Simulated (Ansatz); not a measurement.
## Electronic structure of C₂H₁₂Si₃ in real space

```yaml
atoms:
  - { symbol: C, position_ang: [-0.8102, 0.0531, 0.6983] }
  - { symbol: C, position_ang: [-0.3015, 2.8062, 2.0486] }
  - { symbol: Si, position_ang: [-0.7776, 1.9223, 0.4539] }
  - { symbol: Si, position_ang: [-2.8866, 2.6298, -0.3032] }
  - { symbol: Si, position_ang: [-3.4494, 1.4753, -2.2647] }
  - { symbol: H, position_ang: [0.1730, -0.3115, 1.0355] }
  - { symbol: H, position_ang: [-1.5575, -0.2281, 1.4566] }
  - { symbol: H, position_ang: [-1.0640, -0.4680, -0.2376] }
  - { symbol: H, position_ang: [0.2134, 2.2622, -0.6201] }
  - { symbol: H, position_ang: [-0.2684, 3.8965, 1.9027] }
  - { symbol: H, position_ang: [-1.0304, 2.5907, 2.8453] }
  - { symbol: H, position_ang: [0.6914, 2.4766, 2.3939] }
  - { symbol: H, position_ang: [-3.9314, 2.3452, 0.7359] }
  - { symbol: H, position_ang: [-2.9065, 4.1035, -0.5780] }
  - { symbol: H, position_ang: [-3.4629, 0.0027, -1.9941] }
  - { symbol: H, position_ang: [-4.7932, 1.8706, -2.7896] }
  - { symbol: H, position_ang: [-2.4258, 1.7435, -3.3228] }
```

Geometry: PBE0-D3(BJ)/def2-SVP.

Theory: Ansatz, isolated molecule in a Gaussian basis; Kohn-Sham density functional theory, functional PBE0.

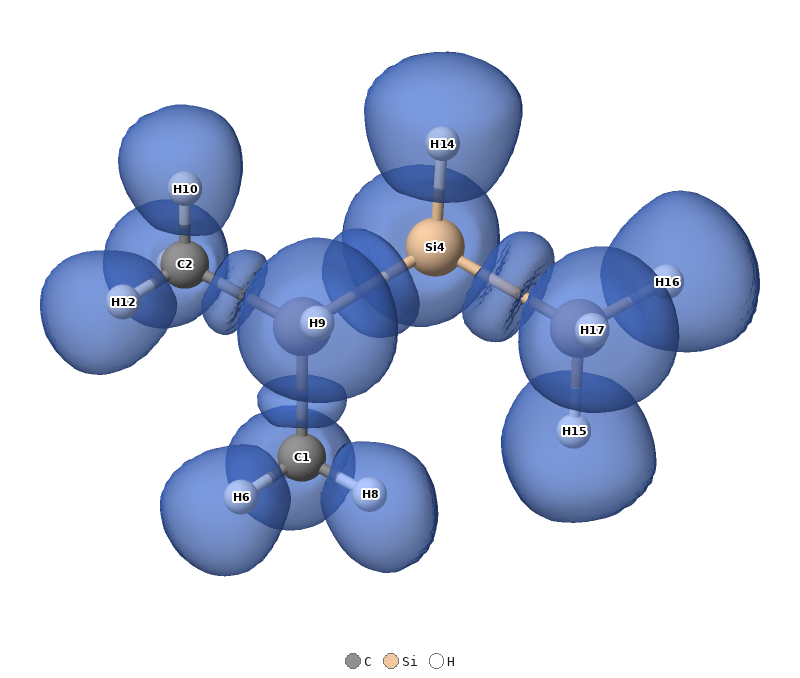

Figure 1. Isosurface of the ELF at 0.8 (blue), seen across its widest extent. Only the valence region is drawn (cores and ρ < 0.01 e/Å³ removed).

**Describe the localisation domains.**

The surface consists of two regions between bonded C–Si atoms (shared pairs), two regions between bonded Si–Si atoms (shared pairs) and twelve regions around hydrogen nuclei. Along the contacts the grid gives the following. C–Si (1.88 Å): the ELF peaks at about 0.95 between the atoms (a covalent bond). Si–Si (2.34 Å): the ELF peaks at about 1 between the atoms: localised, covalent bonding.

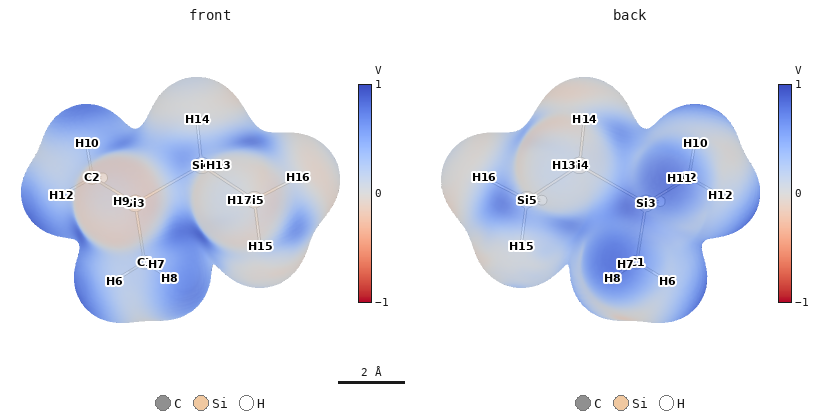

Figure 2. The molecular electrostatic potential painted on the density surface at 0.002 e/bohr³, seen from the front and from behind; red is negative and blue positive.

**Which sites attract a positive test charge, and which a negative one?**

A positive charge is drawn to the negative regions and a negative charge to the positive ones. The most negative region (about −0.1 V) lies over the C and H atoms, the most positive (about +0.8 V) over the H and Si atoms.

**How polar is the molecule by this calculation?**

Its dipole moment is 1.26 D.

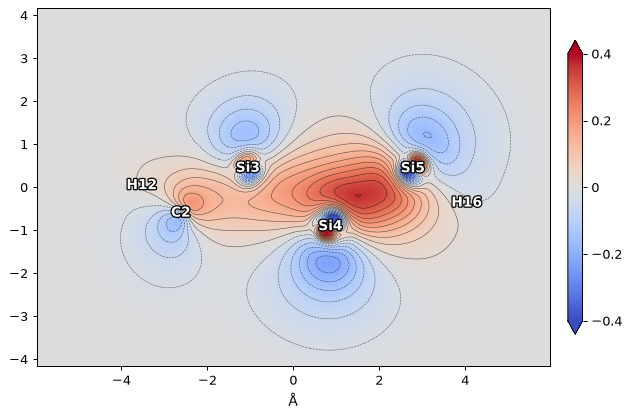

Figure 3. The HOMO−1 on the plane of atoms C2, Si3 and Si4 (values in Å⁻³ᐟ²; the overall sign is arbitrary).

**Where does this orbital lie, and at what energy?**

By Hirshfeld shares it lies mainly on Si4 (about 30 %), Si5 (about 20 %), Si3 (about 10 %), H14 (about 10 %) and H13 (about 10 %). Its energy is −8.35 eV.
